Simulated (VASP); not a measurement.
Band structure of Te$_{2}$W (space group Pmn2_1). Method: PBEsol GGA, VASP's PBE PAW potentials (set 64) (plane waves; VASP).

Without a dispersion term in the relaxation, distances and binding between the weakly bound layers, chains or molecules are unreliable, and so is what depends on them. Unless said otherwise, spin-orbit coupling is left out, though it shifts the bands of the heavy elements here.

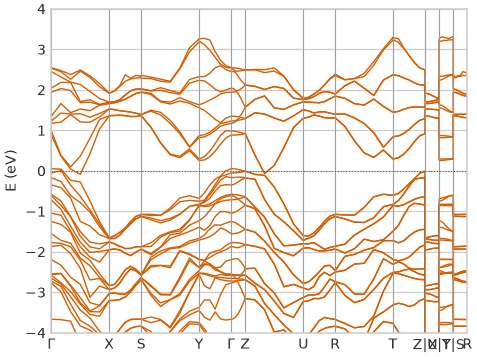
Fig. 1. Bands along high-symmetry lines, zero at the valence-band maximum or, without a gap, the Fermi level

### Question
Read the plot: is there a gap, and where are the band edges?

### Answer
It has no gap at this level: it comes out as a metal or semimetal. (Edges off the drawn lines would not show.)

The structure comes from a computed database's Te2W entry (Pmn2_1); how it stands against other phases isn't given here. It was relaxed first, which changed the volume by -8 %.
